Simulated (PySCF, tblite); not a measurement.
# C6H6N2+ (doublet): geometry, infrared bands and EPR parameters

Wanted: the infrared bands and EPR parameters of C6H6N2+ (doublet) (`[CH2+][C](C#N)CCC#N`), by calculation.

Programs: tblite 0.8.0 and PySCF 2.14.0, with density-fitted response routines of our own. Each step states its level of theory. These are calculated values for one molecule in the gas phase, unless marked as measured. Atoms count from 0, in the outputs and in this text.

## 1. Starting geometry

14 atoms, charge 1, multiplicity 2; geometry from: force field or distance geometry start.

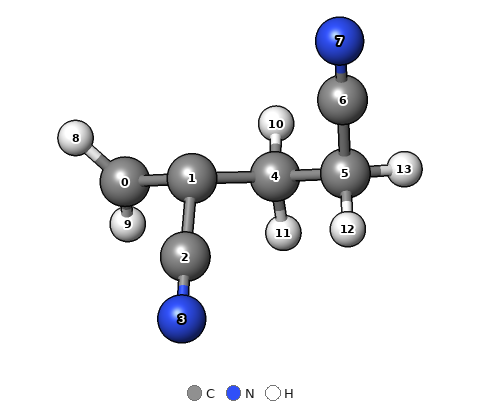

The starting geometry (carbon grey, nitrogen blue, hydrogen white), atoms numbered.

## 2. Relaxing the molecule with GFN2-xTB

Job settings and geometry (Å):

```
{"job": {"kind": "relax", "xc": "GFN2-xTB", "basis": "xTB"}, "charge": 1, "multiplicity": 2}
C      2.106300    -0.581400     0.567200
C      0.840400     0.249500     0.386800
C      1.177700     1.217600    -0.668900
N      1.416100     1.993900    -1.517200
C     -0.273300    -0.651800    -0.141400
C     -1.566800     0.073100    -0.357900
C     -2.081000     0.658600     0.894200
N     -2.475900     1.101800     1.893500
H      2.604900    -0.459200     1.528200
H      2.458100    -1.239600    -0.204000
H     -0.409400    -1.477000     0.565700
H      0.021700    -1.097900    -1.132800
H     -1.456200     0.834800    -1.138200
H     -2.363500    -0.623000    -0.697300
```

Command:

```bash
$ OMP_NUM_THREADS=1 python probes_run.py task.json out
```

This one command runs all jobs of the session in turn.

Output:

```text
step      E/eV     max force
  0    -571.77695    5.515
  1    -572.04640    8.606
  2    -572.57586    4.361
  3    -572.80051    3.431
  4    -572.89024    2.665
  5    -573.04173    1.399
  6    -573.11192    1.041
  7    -573.24680    1.142
  8    -573.39433    1.592
  9    -573.52841    1.618
 10    -573.70218    1.335
 11    -573.84510    1.059
 12    -574.00631    1.637
 13    -574.14221    1.353
 14    -574.18738    1.455
 15    -574.24503    2.093
 16    -574.27773    2.535
 17    -574.32026    1.225
 18    -574.35242    0.327
 19    -574.37006    0.286
 20    -574.37849    0.588
 21    -574.38669    0.294
 22    -574.39278    0.322
 23    -574.39559    0.225
 24    -574.39760    0.169
 25    -574.39974    0.122
 26    -574.40187    0.114
 27    -574.40340    0.092
 28    -574.40452    0.085
 29    -574.40551    0.074
 30    -574.40632    0.061
 31    -574.40685    0.049
 32    -574.40720    0.046
 33    -574.40748    0.045
 34    -574.40779    0.050
 35    -574.40815    0.054
 36    -574.40854    0.057
 37    -574.40891    0.061
 38    -574.40923    0.047
 39    -574.40949    0.048
 40    -574.40974    0.047
 41    -574.41003    0.050
 42    -574.41034    0.045
 43    -574.41062    0.043
 44    -574.41087    0.050
 45    -574.41114    0.053
 46    -574.41143    0.050
 47    -574.41169    0.038
 48    -574.41188    0.037
 49    -574.41208    0.047
 50    -574.41232    0.050
 51    -574.41261    0.044
 52    -574.41284    0.044
 53    -574.41299    0.037
 54    -574.41315    0.041
 55    -574.41342    0.059
 56    -574.41382    0.068
 57    -574.41424    0.075
 58    -574.41452    0.062
 59    -574.41471    0.039
 60    -574.41492    0.043
 61    -574.41523    0.057
 62    -574.41560    0.088
 63    -574.41595    0.095
 64    -574.41632    0.079
 65    -574.41675    0.070
 66    -574.41716    0.075
 67    -574.41739    0.043
 68    -574.41749    0.031
 69    -574.41757    0.048
 70    -574.41766    0.027
 71    -574.41777    0.053
 72    -574.41798    0.065
 73    -574.41809    0.051
 74    -574.41820    0.023
 75    -574.41828    0.036
 76    -574.41835    0.042
 77    -574.41840    0.028
 78    -574.41845    0.017
 79    -574.41849    0.025
 80    -574.41853    0.024
 81    -574.41856    0.023
 82    -574.41861    0.019
 83    -574.41867    0.020
 84    -574.41874    0.035
 85    -574.41880    0.034
 86    -574.41884    0.023
 87    -574.41887    0.021
 88    -574.41890    0.021
 89    -574.41894    0.021
 90    -574.41897    0.022
 91    -574.41899    0.019
 92    -574.41902    0.030
 93    -574.41908    0.037
 94    -574.41919    0.040
 95    -574.41933    0.042
 96    -574.41949    0.041
 97    -574.41963    0.038
 98    -574.41982    0.063
 99    -574.42013    0.104
100    -574.42058    0.114
101    -574.42101    0.117
102    -574.42138    0.053
103    -574.42160    0.090
104    -574.42187    0.071
105    -574.42212    0.038
106    -574.42235    0.099
107    -574.42243    0.031
108    -574.42249    0.015
109    -574.42252    0.013
110    -574.42254    0.018
111    -574.42257    0.019
112    -574.42260    0.022
113    -574.42261    0.010
114    -574.42262    0.008
```

Wall time 0.74 s (1 thread of Arm Neoverse V1, shared host).

Relaxation path: (not every step is listed)

| step | energy from step 0 (eV) | largest force (eV/Å) |
| --- | --- | --- |
| 0 | 0.0000 | 5.5154 |
| 1 | -0.2694 | 8.6061 |
| 2 | -0.7989 | 4.3606 |
| 3 | -1.0236 | 3.4305 |
| 4 | -1.1133 | 2.6650 |
| 5 | -1.2648 | 1.3987 |
| 6 | -1.3350 | 1.0408 |
| 7 | -1.4698 | 1.1418 |
| 8 | -1.6174 | 1.5923 |
| 18 | -2.5755 | 0.3274 |
| 28 | -2.6276 | 0.0853 |
| 38 | -2.6323 | 0.0473 |
| 48 | -2.6349 | 0.0367 |
| 58 | -2.6376 | 0.0622 |
| 68 | -2.6405 | 0.0309 |
| 78 | -2.6415 | 0.0165 |
| 88 | -2.6419 | 0.0214 |
| 98 | -2.6429 | 0.0632 |
| 108 | -2.6455 | 0.0149 |
| 109 | -2.6456 | 0.0126 |
| 110 | -2.6456 | 0.0185 |
| 111 | -2.6456 | 0.0188 |
| 112 | -2.6456 | 0.0217 |
| 113 | -2.6457 | 0.0104 |
| 114 | -2.6457 | 0.0083 |

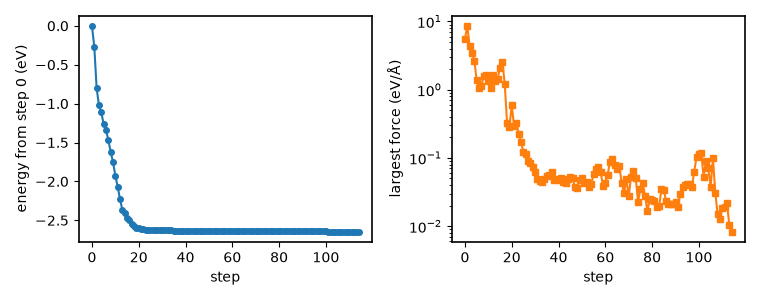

Energy and largest force along the relaxation.

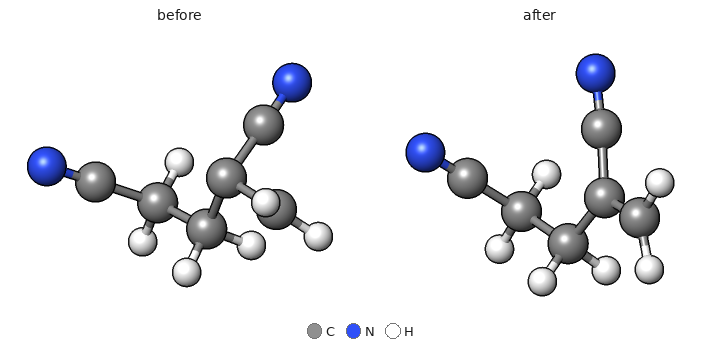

Before and after, at one scale.

Close pairs (by a distance rule), those that changed most:

| bond | before (Å) | after (Å) | change (Å) |
| --- | --- | --- | --- |
| C0–C1 | 1.525 | 1.351 | -0.174 |
| C1–C2 | 1.472 | 1.419 | -0.053 |
| C1–C4 | 1.527 | 1.494 | -0.033 |
| C2–N3 | 1.174 | 1.143 | -0.031 |
| C5–C6 | 1.475 | 1.444 | -0.031 |
| C6–N7 | 1.162 | 1.137 | -0.025 |
| C4–C5 | 1.498 | 1.523 | +0.024 |
| C4–H11 | 1.126 | 1.104 | -0.023 |

The end geometry stands in the next job.

## 3. Vibrational analysis with GFN2-xTB

Job settings and geometry (Å):

```
{"job": {"kind": "ir", "xc": "GFN2-xTB", "basis": "xTB"}, "charge": 1, "multiplicity": 2}
C      2.122150    -0.621462     0.441475
C      0.977655    -0.060144    -0.006787
C      0.969216     1.331707    -0.283114
N      0.938408     2.465661    -0.425722
C     -0.292689    -0.815966    -0.223381
C     -1.536558     0.021906    -0.486824
C     -1.875488     0.827338     0.662972
N     -2.124812     1.450187     1.581477
H      2.981298    -0.024725     0.711292
H      2.228263    -1.692852     0.532674
H     -0.458685    -1.515608     0.604563
H     -0.126245    -1.447703    -1.113083
H     -1.405985     0.707582    -1.332128
H     -2.397207    -0.626395    -0.685579
```

Output:

```text
mode    cm-1     km/mol
  1      28.2      3.03
  2      64.8      0.32
  3     143.7      5.81
  4     187.2      2.00
  5     249.2      2.99
  6     274.9      2.54
  7     343.7      0.38
  8     372.3      7.17
  9     482.6     26.13
 10     501.4     11.25
 11     549.0     79.85
 12     577.8      5.43
 13     761.9      3.90
 14     789.4     18.42
 15     873.6      9.84
 16     902.9     26.51
 17     916.8     15.64
 18     940.3     22.25
 19    1054.5      4.16
 20    1064.2      4.06
 21    1104.7      1.35
 22    1239.6     59.04
 23    1251.9     60.92
 24    1279.0     12.11
 25    1313.3    193.48
 26    1342.8     37.18
 27    1373.8     21.97
 28    1488.1     88.91
 29    2350.4     52.79
 30    2425.4     76.81
 31    2840.9     72.70
 32    2939.5     14.34
 33    2952.0     12.56
 34    2955.9     33.97
 35    3070.5    100.98
 36    3103.1     13.84
```

It took 0.45 s on 1 thread of Arm Neoverse V1, shared host.

Which atoms move in the most intense modes:

| cm⁻¹ | km/mol | atoms |
| --- | --- | --- |
| 549 | 79.8 | C2 29 %, H9 25 %, C1 19 %, H8 14 % |
| 1240 | 59.0 | C1 52 % |
| 1252 | 60.9 | H13 33 %, C5 26 %, H12 14 % |
| 1313 | 193.5 | H10 48 %, H11 33 % |
| 1488 | 88.9 | C1 50 %, C0 38 % |
| 2425 | 76.8 | C6 59 %, N7 40 % |
| 2841 | 72.7 | H11 91 % |
| 3070 | 101.0 | H9 55 %, H8 40 % |

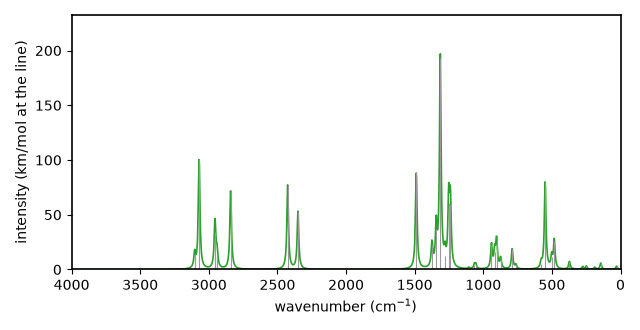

The infrared spectrum from these modes, unscaled. Lines are broadened to a width of 14 cm⁻¹ (Lorentzian).

## 4. EPR parameters: B3LYP/pcH-1

Same as in step 3 but for these lines:

```diff
@@ -1,2 +1,2 @@
-{"job": {"kind": "ir", "xc": "GFN2-xTB", "basis": "xTB"}, "charge": 1, "multiplicity": 2}
+{"job": {"kind": "epr", "basis": "pcH-1"}, "charge": 1, "multiplicity": 2}
 C      2.122150    -0.621462     0.441475
```

Level: UKS B3LYP, pcH-1 on C H N, non-relativistic, mean-field spin-orbit, GIAO.

Output:

```text
UKS, coarse grid
  cycle   1  E = -341.21190827  |g| = 4.77e-01
  cycle   2  E = -338.45760373  |g| = 1.87e+00
  cycle   3  E = -341.27983372  |g| = 3.46e-01
  cycle   4  E = -341.32938803  |g| = 1.32e-01
  cycle   5  E = -341.33547518  |g| = 1.05e-01
  cycle   6  E = -341.34040291  |g| = 1.92e-02
  cycle   7  E = -341.34076500  |g| = 1.53e-02
  cycle   8  E = -341.34090705  |g| = 8.18e-03
  cycle   9  E = -341.34096838  |g| = 6.32e-03
  cycle  10  E = -341.34101930  |g| = 2.02e-03
  cycle  11  E = -341.34102428  |g| = 6.16e-04
UKS, final grid
  cycle   1  E = -341.34095217  |g| = 8.53e-04
  cycle   2  E = -341.34095171  |g| = 1.42e-03
  cycle   3  E = -341.34095265  |g| = 3.80e-04
  cycle   4  E = -341.34095273  |g| = 1.19e-04
  cycle   5  E = -341.34095280  |g| = 1.17e-04
  cycle   6  E = -341.34095282  |g| = 4.60e-05
  cycle   7  E = -341.34095282  |g| = 2.43e-05
E = -341.34095282 Eh   <S^2> = 0.7604 (exact 0.7500)
g shifts (ppm)      1          2          3
  rmc          -163       -163       -163
  gc             15         21         34
  oz_so         933       1780       4081
  total         785       1638       3952
hyperfine (MHz)  atom isotope    a_iso     a_fc   dipolar eigenvalues
    0   13C      31.61      31.61    -41.12    -39.67     80.78
    1   13C       0.51       0.51    -19.44    -15.51     34.95
    2   13C     -18.22     -18.22     -6.05     -2.57      8.62
    3   14N       5.08       5.08    -13.31    -11.18     24.49
    4   13C      -6.85      -6.85     -5.94     -3.86      9.79
    5   13C      -2.01      -2.01     -1.03     -0.83      1.87
    6   13C      -0.63      -0.63     -3.18     -2.52      5.70
    7   14N       2.21       2.21     -2.40     -2.16      4.55
    8    1H     -30.90     -30.90    -18.25     -4.18     22.44
    9    1H     -30.64     -30.64    -18.59     -4.18     22.77
   10    1H      65.80      65.80     -5.41     -1.20      6.60
   11    1H     122.15     122.15     -5.43     -1.27      6.70
   12    1H      19.32      19.32     -1.87     -0.43      2.29
   13    1H       3.43       3.43     -1.52     -0.56      2.08
```

Wall time 76 s (1 thread of Arm Neoverse V1, shared host); peak memory 0.97 GiB.

Principal g values 2.00310, 2.00396, 2.00627; g(iso) = 2.00444, against 2.00232 for a free electron.

Hyperfine couplings; where a row names several nuclei, a(iso) is their mean (it holds for fast rotation or exchange) and the dipolar term the largest among them:

| nuclei | isotope | a(iso) (MHz) | a(iso) (G, at g = 2.0023) | largest dipolar term (MHz) |
| --- | --- | --- | --- | --- |
| H10, H11 | 1H | 94.0 | 33.5 | 6.7 |
| C0 | 13C | 31.6 | 11.3 | 80.8 |
| H8, H9 | 1H | -30.8 | -11.0 | 22.8 |
| C2 | 13C | -18.2 | -6.5 | 8.6 |
| H12, H13 | 1H | 11.4 | 4.1 | 2.3 |
| C4 | 13C | -6.8 | -2.4 | 9.8 |
| N3 | 14N | 5.1 | 1.8 | 24.5 |
| N7 | 14N | 2.2 | 0.8 | 4.6 |
| C5 | 13C | -2.0 | -0.7 | 1.9 |
| C6 | 13C | -0.6 | -0.2 | 5.7 |
| C1 | 13C | 0.5 | 0.2 | 35.0 |

Mulliken spin populations:

C0 0.49; C1 0.20; C2 -0.07; N3 0.27; C4 0.01; C5 0.00; C6 0.02; N7 0.05; H8 -0.02; H9 -0.02; H10 0.02; H11 0.04; H12 0.01; H13 0.00

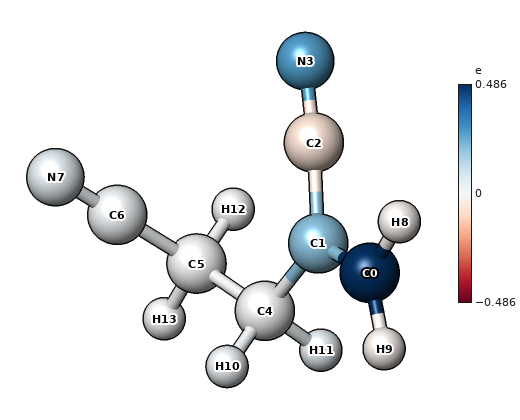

Mulliken spin populations, as colours on the atoms.

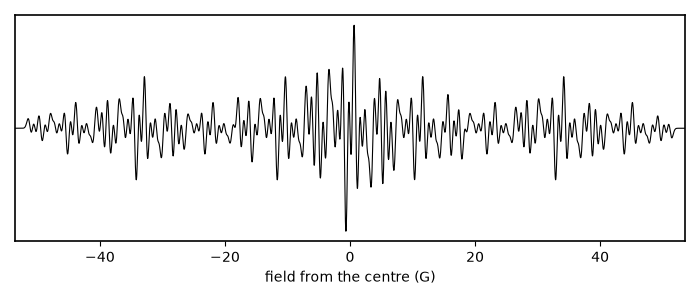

First-order isotropic spectrum (first derivative, main isotopes with spin only, couplings over 0.8 MHz, Gaussian width 0.3 G; couplings of the frozen geometry, rotation of groups not averaged beyond the rows shown).

Orbitals, density, ELF and potential are computed afterwards from the orbital file.

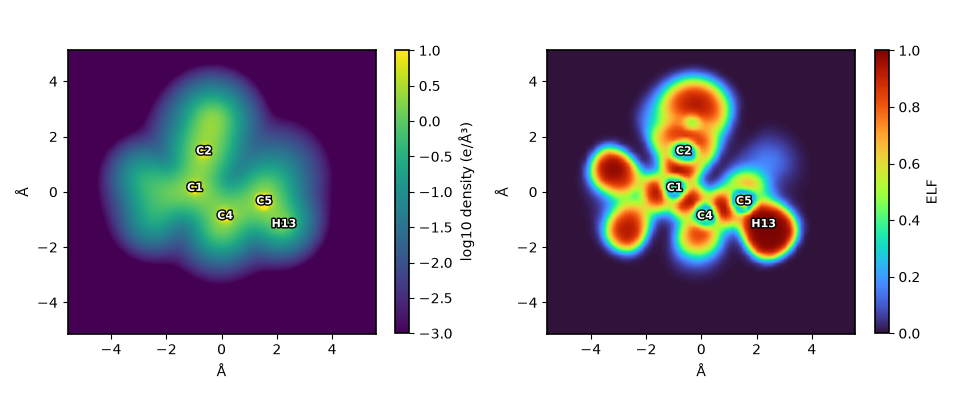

Density (left) and ELF (right) in a plane through or near 5 of the atoms.

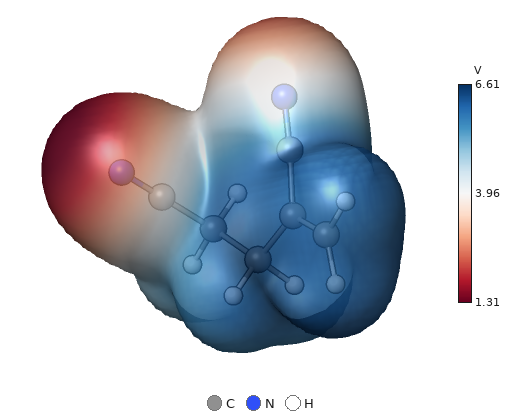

Electrostatic potential on the surface of density 0.002 e/bohr³; red is low, blue high. It runs from 1.31 V near N7 to 6.61 V near H9.

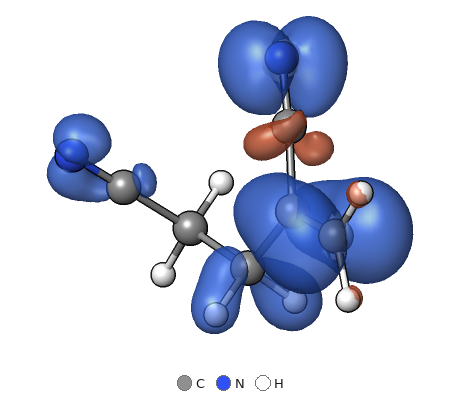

Spin density at ±0.02 e/Å³ (alpha excess blue, beta excess red).

## 5. What came out

```
                                 quantity                     value
strongest single infrared mode (GFN2-xTB)     1313 cm⁻¹, 193 km/mol
             zero-point energy (GFN2-xTB)             63.1 kcal/mol
                           g(iso) (B3LYP)                   2.00444
                                     ⟨S²⟩        0.760 (exact 0.75)
       largest a(iso) (averaged by class)  1H on H10, H11, 94.0 MHz
```

Relaxing lowered the energy by 2.646 eV in 114 steps; the close pair that moved most is C0–C1, from 1.525 to 1.351 Å. All 36 modes are real, so the xTB geometry is a minimum. The strongest single mode, at 1313 cm⁻¹, moves mainly H10 and H11. Unscaled tight-binding wavenumbers are off by several per cent, some by more. Its intensities can rank the bands wrongly. The largest share of the spin, 0.49 e, sits on C0. The isotropic g lies 2.1 ppt above the free-electron value. These values are for one conformer; the search (at its own cheap level) found 2 more, at 0.14, 1.36 kcal/mol, and measured spectra average over such forms.
